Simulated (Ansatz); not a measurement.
Species, as SMILES: O=BF.
Geometry (B3LYP-D3(BJ)/def2-TZVP, fixed):
```xyz
3

F      0.0000     0.0000    -1.1989
B      0.0000     0.0000     0.0871
O      0.0000     0.0000     1.2943
```

Basis-set convergence of the dipole moment at PBE0 with Ansatz (a quantum-chemistry and plane-wave program). Dipoles come from the density behind the forces; the sign is taken along the dipole that this method gives in the largest set. Cartesian d functions, on some or all atoms, in 6-31+G*; all else is spherical. The program fits the integrals of some runs and decomposes those of others, by size. No added dispersion term, no relativity. Reference: the value in aug-pcseg-3, 2.159 D. Deviations are taken from unrounded values.

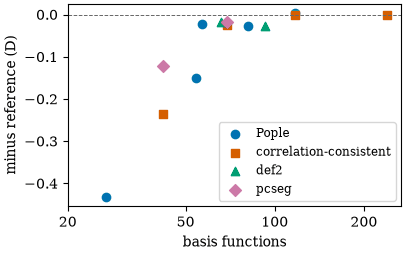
Deviation from the reference against the number of basis functions, by family of sets.

```json
[
 {"basis": "3-21G", "functions": "27", "dipole moment (D)": "1.727", "minus reference (D)": "-0.433"},
 {"basis": "cc-pVDZ", "functions": "42", "dipole moment (D)": "1.923", "minus reference (D)": "-0.236"},
 {"basis": "pcseg-1", "functions": "42", "dipole moment (D)": "2.036", "minus reference (D)": "-0.123"},
 {"basis": "6-311G**", "functions": "54", "dipole moment (D)": "2.008", "minus reference (D)": "-0.151"},
 {"basis": "6-31+G*", "functions": "57", "dipole moment (D)": "2.138", "minus reference (D)": "-0.022"},
 {"basis": "def2-SVPD", "functions": "66", "dipole moment (D)": "2.141", "minus reference (D)": "-0.018"},
 {"basis": "aug-cc-pVDZ", "functions": "69", "dipole moment (D)": "2.133", "minus reference (D)": "-0.026"},
 {"basis": "aug-pcseg-1", "functions": "69", "dipole moment (D)": "2.140", "minus reference (D)": "-0.019"},
 {"basis": "6-311++G(2d,2p)", "functions": "81", "dipole moment (D)": "2.131", "minus reference (D)": "-0.028"},
 {"basis": "def2-TZVPP", "functions": "93", "dipole moment (D)": "2.133", "minus reference (D)": "-0.026"},
 {"basis": "6-311++G(3df,3pd)", "functions": "117", "dipole moment (D)": "2.163", "minus reference (D)": "0.003"},
 {"basis": "jun-cc-pV(T+d)Z", "functions": "117", "dipole moment (D)": "2.159", "minus reference (D)": "0.000"},
 {"basis": "aug-cc-pVQZ", "functions": "240", "dipole moment (D)": "2.159", "minus reference (D)": "0.000"}
]
```
